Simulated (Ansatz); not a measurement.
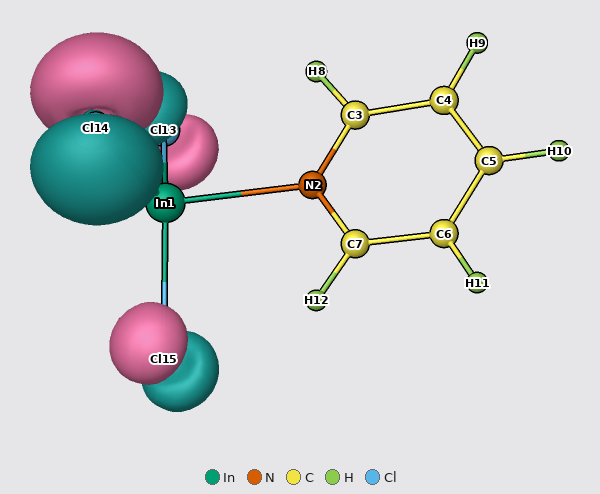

Figure. C₅H₅Cl₃InN (In(py)Cl3). The HOMO at ±0.15 Å⁻³ᐟ² (teal and pink are the two phases), seen at a tilt.

Geometry: PBE-D4/def2-SVP; core potentials replace the inner electrons of In.

Level of theory: RKS PBE0-D4/def2-TZVP (Ansatz 0.2.0).

Input

```
crystal:
  periodic: [false, false, false]
  atoms:
    - {symbol: In, position_ang: [-0.011485, 0.030254, -2.769590]}
    - {symbol: N, position_ang: [0.009299, -0.014183, -0.471593]}
    - {symbol: C, position_ang: [1.038442, 0.540674, 0.200826]}
    - {symbol: C, position_ang: [1.063263, 0.571418, 1.599109]}
    - {symbol: C, position_ang: [-0.007463, 0.004837, 2.306544]}
    - {symbol: C, position_ang: [-1.063363, -0.583010, 1.594240]}
    - {symbol: C, position_ang: [-1.018867, -0.576485, 0.196131]}
    - {symbol: H, position_ang: [1.856839, 0.943712, -0.418582]}
    - {symbol: H, position_ang: [1.915514, 1.030944, 2.119416]}
    - {symbol: H, position_ang: [-0.015932, 0.015572, 3.407053]}
    - {symbol: H, position_ang: [-1.914896, -1.048201, 2.110746]}
    - {symbol: H, position_ang: [-1.800396, -1.042627, -0.426474]}
    - {symbol: Cl, position_ang: [2.347987, 0.037913, -3.071343]}
    - {symbol: Cl, position_ang: [-1.126799, 2.051859, -3.297717]}
    - {symbol: Cl, position_ang: [-1.272133, -1.962677, -3.078756]}
basis:
  gaussian: {orbitals: def2-TZVP, initial_orbitals: start.molden}
hamiltonian: {xc: pbe0, dispersion: d4}
scf: {omitted_lower_state_checks: [starts]}
output: {orbitals: {seedname: orbitals}}
```

Run with:

```sh
ansatz run in.yaml --threads 4 --pin off --events-out ev --progress --plain --max-ram 6963MiB
```

Describe this orbital and give its energy.

It lies mainly on Cl14 (about 70 %), Cl13 (about 15 %) and Cl15 (about 15 %); largely a lone pair of Cl14. Its energy is −8.46 eV.
